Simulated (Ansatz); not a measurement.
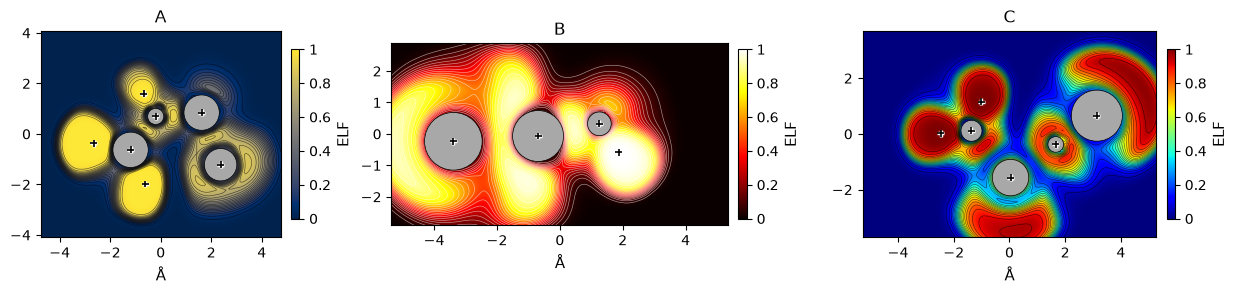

The electron localisation function of 3 systems, each on a plane through atoms (crosses mark nuclei in the plane; grey discs cover the cores).

Level of theory: isolated molecule in a Gaussian basis; Kohn-Sham density functional theory, functional PBE0 in Ansatz 0.2.0.

System 1: BrH₅NSi₂ (SMILES [SiH2]=[NH+][SiH2]Br) (charge +1), the plane of atoms Si3, N2 and Si4. Geometry: PBE0-D3(BJ)/def2-SVP.

```xyz
9

Br    1.1630   -1.0299   -2.8627
N    -0.0078   -0.4216    0.0546
Si   -0.0073   -2.0396    0.4014
Si    0.4876    0.4984   -1.4410
H     0.4568   -3.0041   -0.6083
H    -0.4851   -2.4352    1.7402
H    -0.3457    0.1856    0.8094
H     1.5904    1.3910   -1.0212
H    -0.7305    1.1937   -1.9121
```

System 2: CH₃AlGa (doublet), the plane of atoms Al2, C1 and H4. Geometry: B3LYP-D3(BJ)/def2-SVP.

```xyz
6

C    -0.7051   -0.6929    0.8771
Al    0.1293    0.5267   -0.4525
Ga    0.9747    2.3964   -2.2084
H    -0.1047   -1.5990    1.0697
H    -1.7047   -1.0161    0.5319
H    -0.8520   -0.1726    1.8416
```

System 3: CH₂GaOSn (doublet), the molecular plane. Geometry: B3LYP-D3(BJ)/def2-SVP; core potentials replace the inner electrons of Sn.

| atom | x (Å) | y (Å) | z (Å) |
| --- | --- | --- | --- |
| C | 1.6355 | 1.0800 | -0.0717 |
| Ga | -2.4880 | -0.7407 | 0.4117 |
| O | -0.7352 | -0.8616 | 0.0199 |
| Sn | 1.2200 | -1.0377 | -0.4303 |
| H | 0.8444 | 1.7779 | 0.2422 |
| H | 2.6220 | 1.5567 | -0.1783 |

> Match each panel to its system.

Panel A is system 1, BrH₅NSi₂: the plane holds Br, N, Si and H. Si–N (1.65 Å): the ELF peaks at about 0.90 between the atoms, as expected for a short, strongly polar bond. Panel B is system 2, CH₃AlGa: the plane holds C, Al, Ga and H. C–Al (1.99 Å): the ELF peaks at about 0.95 between the atoms: a shared but strongly polarised pair. Panel C is system 3, CH₂GaOSn: the plane holds C, Ga, O, Sn and H. Ga–O (1.80 Å): the ELF peaks at about 0.80 in the valence shell of O, 0.6 Å from its nucleus, and is about 0.20 at the midpoint.
